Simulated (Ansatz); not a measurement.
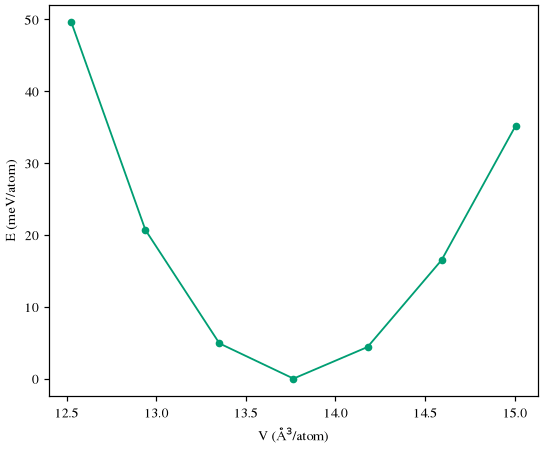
Figure: CdO (NiAs type, P6_3/mmc) under volume change, plane-wave PAW PBE (Ansatz code), shape and atoms relaxed at each volume.

### Question
What does a third-order Birch–Murnaghan fit give for V₀, B₀ and B′?

### Answer
V₀ = 13.77 Å³/atom, B₀ = 119 GPa, B′ = 4.7.

A made-up cell: these elements were put on the sites of a structure type; neither database checked (COD, Materials Project) lists it. It is not the phase usual at ambient conditions (space group No. 225). The cell was relaxed with PBE under the symmetry of its start; its stability against distortions is not shown here.

Potentials: the later of the program's two PAW sets.
